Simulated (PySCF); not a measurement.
## H$_{2}$: single-point calculation

H$_{2}$, computed with RKS PBE-D4/def2-TZVPP, density fitting (PySCF 2.14.0).

The geometry comes from this level: PBE0-D4/def2-TZVP.

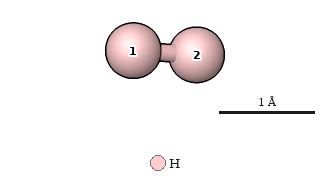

Fig. 1: The input geometry (ball-and-stick view, seen at a tilt; atoms are numbered from 1 in the order of the input).

Summary:

```tsv
quantity	value
outcome	converged
total energy	−31.7376 eV
dispersion energy	−0.0020 eV
hardware	4 threads of Arm Neoverse V2, 23 GiB of memory available, shared host
wall time	0.6 s (CPU time 0.76 s)
peak memory	0.14 GiB
```

Input file:
```python
import json, numpy as np
from pyscf import gto, scf, dft, mp, cc
EV, BOHR = 27.211386245988, 0.529177210903
mol = gto.M(atom="""
H 1.509552 -0.819446 -0.522889
H 1.133739 -0.393726 -1.006747
""", basis="def2-tzvpp", charge=0, spin=0, max_memory=8670, verbose=0)
def mean_field(mol, dm=None):
    mf = dft.RKS(mol, xc="pbe").density_fit()
    mf.conv_tol = 1e-9; mf.grids.level = 4
    mf.kernel(dm0=dm)
    if not mf.converged: mf = mf.newton().run(mf.mo_coeff, mf.mo_occ)
    assert mf.converged
    return mf
def d4(mol):
    from pyscf.dispersion.dftd4 import DFTD4Dispersion
    real = gto.M(atom=[(mol.atom_pure_symbol(i), mol.atom_coord(i)) for i in range(2)], unit='B', charge=mol.charge, spin=None, basis='def2-svp', verbose=0)
    r = DFTD4Dispersion(real, xc="pbe", atm=True).get_dispersion(grad=True); return r["energy"], r["gradient"]
def energy_and_gradient(mol, dm=None):
    mf = mean_field(mol, dm); e, g = d4(mol)
    return mf, (mf.e_tot + e) * EV, (mf.nuc_grad_method().kernel()[:2] + g) * EV / BOHR
out = {}
mf = mean_field(mol); e = d4(mol)[0]
out.update(energy=(mf.e_tot + e) * EV, converged=True, dispersion=e * EV)
out['s2'] = mf.spin_square()[0]; out['nelec'] = mol.nelec
print(f"Total energy {out['energy']:.6f} eV, <S^2> {out['s2']:.4f}")
json.dump(out, open("out.json", "w"), default=float)
```

Launched with:
```bash
OMP_NUM_THREADS=4 python run.py
```

The program's output:
```
Total energy -31.737598 eV, <S^2> 0.0000
```
